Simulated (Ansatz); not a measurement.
## NMR shift of metallic Rb from a Zeeman field

Aim: the contact shift that conduction electrons give to the nuclei of Rb, and how far it is converged.

Calculated with Ansatz 0.2.0; DFT, PBE, plane-wave PAW, default files (PAW set soft_2), collinear spin, scalar-relativistic.

The database entry behind the starting cell lists a temperature near 78 K, so it need not match the best structure at ambient conditions.

## (1) Starting point

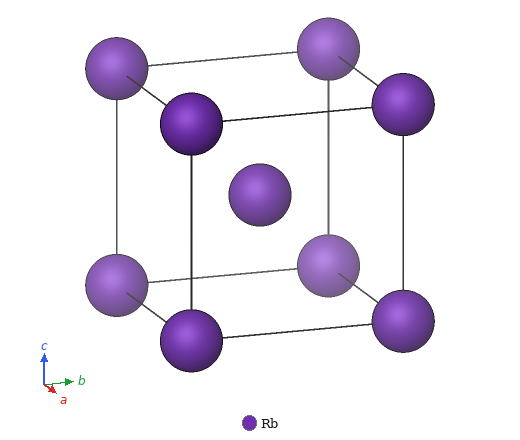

The starting structure, seen slightly off an axis (rubidium purple). This picture shows the conventional cell, with its axes. Some periodic images of atoms are drawn too.

The cell is an entry of the Crystallography Open Database; it need not be the form that is stable at ambient conditions.

## (2) The crystal in a Zeeman field

A field acting on the spins alone polarises the electrons at the Fermi level, and through exchange the cores. The spin density that this leaves at a nucleus gives the contact field (2μ₀/3) μB ρ_s, and its ratio to B is the isotropic contact shift K; the spin-dipolar anisotropy is not included. The field, 200 T, is far above laboratory fields so that the moment stands clear of numerical noise; it splits the spins by 23 meV, against a smearing of 70 meV. The net moment comes from states near the Fermi level, so the mesh must be dense.

Contents of input.yaml:

```yaml
crystal:
  lattice:
    - [-2.8025, 2.8025, 2.8025]
    - [2.8025, -2.8025, 2.8025]
    - [2.8025, 2.8025, -2.8025]
  atoms:
    - { symbol: Rb, position: [0.0, 0.0, 0.0] }
kpoints:
  mp_grid: { grid: [16, 16, 16] }
scf:
  lower_state_search: "off"
  occupations: { method: fermi_dirac, width: 0.07 }
  convergence: { dr2_threshold: 1.0e-10 }
hamiltonian:
  xc: pbe
output:
  efg: { contact_densities: true, quadrupole_moments_barn: { Rb: 0.1335 } }
  forces: true
  dos: { de: 0.02 }
  write_density: true
  write_potential: true
  elf: true
  volumetric_format: npy
magnetization:
  spin_polarized: true
  magnetic_field: 200
```

Run with:

```bash
ansatz run input.yaml --threads 2 --pin off --max-ram 4096MiB --backend cpu --events-out ev --progress --plain --runs-dir out
```

Numbers of over 12 decimals in the logs are rounded to 6 here.

The program printed:

```text
[a pick of lines, long numbers rounded; other set-up, energy and force rows are left out]
Functional definition: PBE
Basis set: ecut = 420 eV, 1721 PW (Γ), exchange–correlation on 72×72×72 points (8 copies of the dense FFT grid, shifted against one another)
Symmetry: 48 space group operations
k-points: 145 of 4096
SCF iter   1: F=—  HF=-3266.746500 eV  |F-HF|=—  |Δ(HF+E_count)|=         —  Δρ=6.03e-3 (↑6.03e-3 ↓5.99e-3)  dr2=1.75e-2  dr2_m=2.77e-2  M=0.997 μB ∫|m|=0.997 μB  ethr=2.17e-4  ⟨swp⟩=1.0  Hψ=26732  notcnv=0
SCF iter   2: F=—  HF=-3267.015890 eV  |F-HF|=—  |Δ(HF+E_count)|=         —  Δρ=2.48e-3 (↑2.48e-3 ↓2.03e-3)  dr2=1.66e-2  dr2_m=2.85e-3  M=0.687 μB ∫|m|=0.687 μB  β_m=0.30  ethr=1.94e-4  ⟨swp⟩=3.9  Hψ=6661  notcnv=0  defer=4
preconditioner: auto → Kerker (q_TF=auto, 1.866 Å⁻¹)  [metal: Δε(μ)=0.017 eV  Ē_g=3.810 eV  σ=0.070 eV  W_gap=0.06  n_scr=12 (ndim 8)  ℏωp=4.0 eV  f_vac=0.000  D(μ)=0.79/eV (n_scr^D=0)]
SCF iter   3: F=—  HF=-3267.283036 eV  |F-HF|=—  |Δ(HF+E_count)|=   2.67e-1  Δρ=3.58e-3 (↑3.56e-3 ↓3.58e-3)  dr2=1.30e-2  dr2_m=9.36e-3  M=0.306 μB ∫|m|=0.306 μB  β_m=0.30  ethr=1.85e-4  ⟨swp⟩=2.9  Hψ=5590  notcnv=0  defer=4
SCF iter   4: F=—  HF=-3267.301554 eV  |F-HF|=—  |Δ(HF+E_count)|=   1.85e-2  Δρ=2.77e-3 (↑2.43e-3 ↓2.77e-3)  dr2=3.42e-3  dr2_m=4.60e-3  M=0.300 μB ∫|m|=0.300 μB  β_m=0.30  ethr=1.44e-4  ⟨swp⟩=3.0  Hψ=6708  notcnv=0  defer=4
SCF iter   5: F=—  HF=-3267.313479 eV  |F-HF|=—  |Δ(HF+E_count)|=   1.19e-2  Δρ=1.95e-3 (↑1.77e-3 ↓1.95e-3)  dr2=9.18e-4  dr2_m=2.61e-3  M=0.270 μB ∫|m|=0.270 μB  β_m=0.30  ethr=3.80e-5  ⟨swp⟩=2.2  Hψ=5124  notcnv=0  defer=4
SCF iter   6: F=—  HF=-3267.325882 eV  |F-HF|=—  |Δ(HF+E_count)|=   1.24e-2  Δρ=1.48e-3 (↑1.47e-3 ↓1.48e-3)  dr2=1.18e-4  dr2_m=1.73e-3  M=0.234 μB ∫|m|=0.234 μB  β_m=0.30  ethr=1.02e-5  ⟨swp⟩=2.4  Hψ=4434  notcnv=0  defer=4
SCF iter   7: F=—  HF=-3267.333979 eV  |F-HF|=—  |Δ(HF+E_count)|=   8.10e-3  Δρ=1.21e-3 (↑1.21e-3 ↓1.20e-3)  dr2=3.92e-5  dr2_m=1.16e-3  M=0.204 μB ∫|m|=0.204 μB  β_m=0.30  ethr=1.31e-6  ⟨swp⟩=2.6  Hψ=4592  notcnv=0  defer=4
SCF iter   8: F=—  HF=-3267.340379 eV  |F-HF|=—  |Δ(HF+E_count)|=   6.40e-3  Δρ=1.01e-3 (↑1.01e-3 ↓1.00e-3)  dr2=3.05e-6  dr2_m=8.15e-4  M=0.175 μB ∫|m|=0.175 μB  β_m=0.30  ethr=4.36e-7  ⟨swp⟩=2.2  Hψ=4493  notcnv=0  defer=4
SCF iter   9: F=—  HF=-3267.355927 eV  |F-HF|=—  |Δ(HF+E_count)|=         —  Δρ=6.60e-5 (↑6.60e-5 ↓6.49e-5)  dr2=1.96e-6  dr2_m=2.99e-6  M=0.010 μB ∫|m|=0.010 μB  β_m=1.00  ethr=3.38e-8  ⟨swp⟩=8.7  Hψ=22045  notcnv=0
SCF iter  10: F=—  HF=-3267.355972 eV  |F-HF|=—  |Δ(HF+E_count)|=   4.51e-5  Δρ=3.40e-5 (↑3.40e-5 ↓3.15e-5)  dr2=1.35e-6  dr2_m=5.71e-7  M=0.015 μB ∫|m|=0.015 μB  β_m=1.00  ethr=2.17e-8  ⟨swp⟩=2.0  Hψ=6034  notcnv=0
SCF iter  11: F=—  HF=-3267.355985 eV  |F-HF|=—  |Δ(HF+E_count)|=   1.30e-5  Δρ=1.49e-5 (↑1.49e-5 ↓1.34e-5)  dr2=8.74e-8  dr2_m=1.41e-7  M=0.017 μB ∫|m|=0.017 μB  β_m=0.30  ethr=1.51e-8  ⟨swp⟩=2.0  Hψ=3710  notcnv=0
SCF iter  12: F=—  HF=-3267.355986 eV  |F-HF|=—  |Δ(HF+E_count)|=   1.14e-6  Δρ=1.25e-5 (↑1.25e-5 ↓1.13e-5)  dr2=5.70e-8  dr2_m=1.03e-7  M=0.017 μB ∫|m|=0.017 μB  β_m=0.65  ethr=9.71e-10  ⟨swp⟩=2.8  Hψ=3906  notcnv=0
SCF iter  13: F=—  HF=-3267.355988 eV  |F-HF|=—  |Δ(HF+E_count)|=   2.64e-6  Δρ=3.86e-6 (↑3.86e-6 ↓3.61e-6)  dr2=6.86e-9  dr2_m=1.06e-8  M=0.019 μB ∫|m|=0.019 μB  β_m=0.82  ethr=6.34e-10  ⟨swp⟩=2.5  Hψ=4149  notcnv=0
SCF iter  14: F=—  HF=-3267.355989 eV  |F-HF|=—  |Δ(HF+E_count)|=   2.78e-7  Δρ=9.55e-7 (↑9.55e-7 ↓7.29e-7)  dr2=4.89e-10  dr2_m=4.22e-10  M=0.019 μB ∫|m|=0.019 μB  β_m=0.91  ethr=7.62e-11  ⟨swp⟩=2.5  Hψ=4137  notcnv=0
SCF iter  15: F=-3267.355989 eV  HF=-3267.355989 eV  |F-HF|=4.41e-11  |Δ(HF+E_count)|=   1.20e-8  Δρ=9.22e-8 (↑9.22e-8 ↓5.57e-8)  dr2=1.44e-11  dr2_m=1.76e-12  M=0.019 μB ∫|m|=0.019 μB  β_m=0.96  ethr=1.11e-12  ⟨swp⟩=5.0  Hψ=12034  notcnv=0
SCF iter  16: F=-3267.355989 eV  HF=-3267.355989 eV  |F-HF|=1.82e-12  |Δ(HF+E_count)|=  7.19e-11  Δρ=1.87e-8 (↑1.66e-8 ↓1.87e-8)  dr2=1.83e-12  dr2_m=7.14e-14  M=0.019 μB ∫|m|=0.019 μB  β_m=0.98  ethr=1.00e-12  ⟨swp⟩=4.2  Hψ=10511  notcnv=0
SCF iter  17: F=-3267.355989 eV  HF=-3267.355989 eV  |F-HF|=4.55e-13  |Δ(HF+E_count)|=  3.64e-12  Δρ=7.23e-9 (↑4.83e-9 ↓7.23e-9)  dr2=7.09e-14  dr2_m=1.45e-14  M=0.019 μB ∫|m|=0.019 μB  ethr=1.00e-12  ⟨swp⟩=3.5  Hψ=9035  notcnv=0
SCF converged after 17 iterations
Magnetization: 0.0193 μB (4.5097 up, 4.4903 down)
Absolute magnetization: 0.0193 μB (∫|ρ↑−ρ↓|, with the PAW one-centre terms)
Per-site moments (μB) at R_I (Å): [(0.00800773, 2.002305)]
Free energy (F): -3267.355989 eV
Fermi energy:    2.084673 eV
--- Forces (eV/Å), atoms counted from 1 ---
--- PAW observables at the nuclei: V_zz in 10²¹ V/m², potentials from the cell's mean, atoms counted from 1 ---
  atom   1  Rb V_zz =    -0.000000   η = 0.0000   by run symmetry: forbidden   C_q = -0.0000 MHz
            electrostatic potential = -5298.763027 V   contact ρ = 361982.347220 e/Å³   contact ρ_s (e/Å³): all electrons +0.173500, valence +0.172981
--- Band table (eV; the first three rows and the last of 290) ---
  k-point 0 ↑: bands = ["-26.8137", "-10.8528", "-10.8528", "-10.8528", "0.0457", "5.7765", "5.7765", "5.7765", "6.7311"]
  k-point 1 ↑: bands = ["-26.8135", "-10.8570", "-10.8541", "-10.8528", "0.0934", "5.7065", "5.7094", "5.8206", "6.6068"]
  k-point 2 ↑: bands = ["-26.8130", "-10.8689", "-10.8580", "-10.8528", "0.2348", "5.4502", "5.5303", "5.9524", "6.4698"]
  k-point 144 ↓: bands = ["-26.7803", "-10.9047", "-10.9047", "-10.9047", "3.3397", "3.3397", "5.4391", "5.4391", "5.4391"]
```

Run time: 32 s. Hardware: 2 threads of Arm Neoverse N1, shared host; peak memory 0.51 GiB; 60 s of CPU time.

The moment is 0.0193 μB a cell, a spin susceptibility of 54.0 × 10⁻⁶ emu per mole of atoms. With 7.769 T for 1 e/Å³:

| site | nucleus | contact shift (ppm) | from valence states | rest (mostly cores) |
| --- | --- | --- | --- | --- |
| Rb | 87Rb | 6740 | 6720 | 20 |

The split depends on the files: semicore shells that they treat as valence count in the first part.

## (3) Is the response linear?

The shift is a ratio that holds only while the moment grows in step with the field, so the field is doubled.

Edit input.yaml of step 2 so:

```diff
@@ -18,9 +18,4 @@
   forces: true
-  dos: { de: 0.02 }
-  write_density: true
-  write_potential: true
-  elf: true
-  volumetric_format: npy
 magnetization:
   spin_polarized: true
-  magnetic_field: 200
+  magnetic_field: 400
```

The program printed:

```text
[a pick of lines, long numbers rounded; other set-up, energy and force rows are left out]
[...]
Basis set: ecut = 420 eV, 1721 PW (Γ), exchange–correlation on 72×72×72 points (8 copies of the dense FFT grid, shifted against one another)
[... 1 set-up line as in the run before ...]
k-points: 145 of 4096
[...]
SCF converged after 17 iterations
Magnetization: 0.0387 μB (4.5193 up, 4.4807 down)
Absolute magnetization: 0.0387 μB (∫|ρ↑−ρ↓|, with the PAW one-centre terms)
Per-site moments (μB) at R_I (Å): [(0.016014, 2.002305)]
Free energy (F): -3267.356324 eV
Fermi energy:    2.084637 eV
--- Forces (eV/Å), atoms counted from 1 ---
[...]
atom   1  Rb V_zz =    +0.000000   η = 0.0000   by run symmetry: forbidden   C_q = +0.0000 MHz
[...]
```

Run time: 27 s. Hardware: 2 threads; peak memory 0.5 GiB.

The moment goes from 0.0193 to 0.0387 μB, a factor of 2.00, and the shift of Rb from 6740 to 6740 ppm. The response is linear on all sites, to 3 % of the larger of shift and valence part or 3 ppm; the largest move is -1 ppm, on Rb.

## (4) How settled the numbers are

Each row names what differs in the settings from the first run, the PAW files staying the same unless named (PBE, default files (PAW set soft_2), mesh 16×16×16, fermi dirac smearing of 0.07 eV, cutoff 420 eV, 200 T). Shifts in ppm; times on 2 threads of Arm Neoverse N1, shared host.

| run | time | χ_s (10⁻⁶ emu/mol) | Rb |
| --- | --- | --- | --- |
| first run | 32 s | 54.0 | 6740 |
| JTH files, cutoff 660 eV | 38 s | 53.0 | 6680 |
| PBEsol | 28 s | 56.2 | 7550 |
| r2SCAN, cutoff 500 eV | 89 s | 67.0 | 7710 |
| mesh 17×17×17, volume × 0.960 | 29 s | 56.3 | 7170 |
| gaussian 0.07 eV | 25 s | 58.8 | 7410 |

## (5) Results

| Property | Result |
| --- | --- |
| 87Rb contact shift | 6740 ppm |
| spin susceptibility | 54.0 × 10⁻⁶ emu per mole of atoms |

The spin part of the Knight shift is 6740 ppm on Rb in the first run. Another form of smearing at the same width (gaussian) changes the shift of Rb by +10 %; it is narrower in effect than Fermi-Dirac smearing, so mesh noise enters. No row of the table has a finer mesh on this cell, so the value may still hold a sampling error. Another functional changes the shift of Rb by +12 % (PBEsol) and +14 % (r2SCAN, with its higher cutoff). Other files change the shift of Rb by -0.9 % (JTH files, with their own cutoff). Over the rows of this table on the first cell the shift spans 6680 to 7710 ppm on Rb. 1 further run of this session (failed, refused or on trial settings) is not shown. The orbital shift is left out.

[Logs are printed without paths, hosts, clocks, repeated set-up lines and the standing remarks that a program may print on its own settings, such as how far it seeks lower states.]

[Hosts, paths, dates, database ids (printed as entryN), source tags and the programs' standing remarks are cut or masked in the printed files.]
